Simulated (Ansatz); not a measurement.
System: H2CI2.

Input file:

```
crystal:
  lattice:
    - [0.0, 6.5082734544, 2.3840402636]
    - [3.7236546806, 0.0, 2.3840402636]
    - [3.7236546806, 6.5082734544, 0.0]
  atoms:
    - { symbol: H, position: [0.7503889657, 0.9897328765, 0.2496110343] }
    - { symbol: H, position: [0.9897328765, 0.7503889657, 0.0102671235] }
    - { symbol: C, position: [0.995550581, 0.995550581, 0.004449419] }
    - { symbol: I, position: [0.3764615262, 0.1038860508, 0.8961139492] }
    - { symbol: I, position: [0.1038860508, 0.3764615262, 0.6235384738] }
basis:
  ecutwfc: 500
kpoints:
  mp_grid: { grid: [6, 6, 6] }
hamiltonian:
  xc: r2scan
scf:
  occupations: { method: gaussian, width: 0.02 }
output:
  forces: true
  stress: true
  eigenvalues: true
  write_density: true
  write_potential: true
  elf: true
  volumetric_format: npy
relax:
  adjacent_minimum: "off"
  f_tol: 0.01
  max_steps: 30
  cell: { stress_tol: 0.1, fix: [volume] }
```

Run with:

```sh
ansatz run input.yaml --threads 1 --pin off --max-ram 2560MiB --backend cpu --events-out ev --progress --plain --runs-dir out
```

Below, planes, directions and counts refer to the conventional cell (a = 7.42 Å, b = 13.08 Å, c = 4.76 Å, α = 90.00°, β = 90.00°, γ = 90.00°).

The fields are those of the relaxed geometry.

Space group Fmm2; changed on purpose from its base cell (volume × 0.97, shape and atoms relaxed).

These are results of DFT r2SCAN, scalar-relativistic, plane waves, PAW (Ansatz 0.2.0), not measurements.

What can the converged valence pseudo-density and electron localisation function tell about the bonding?

C–H (1.08 Å): ρ at the midpoint is about 2.1 e/Å³; the ELF climbs to about 1 towards the hydrogen, as it does in any bond to H: a covalent bond by its length.

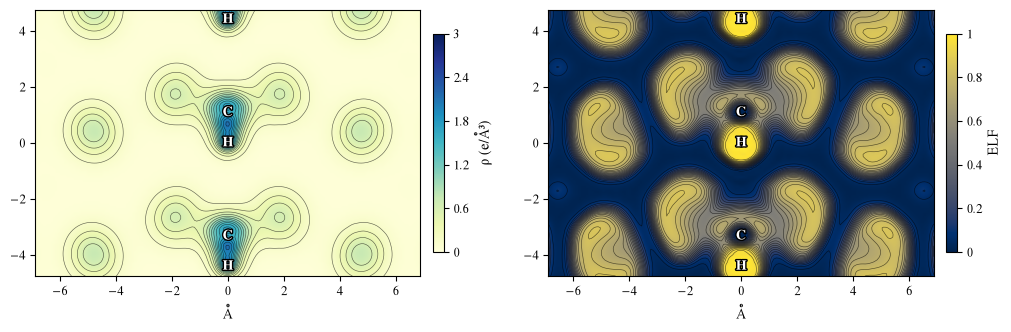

Computed valence pseudo-density and electron localisation function on the (101) plane of the conventional cell, in this order. 

The density is the valence pseudo-density of a PAW calculation; it isn't the true density close to the nuclei.
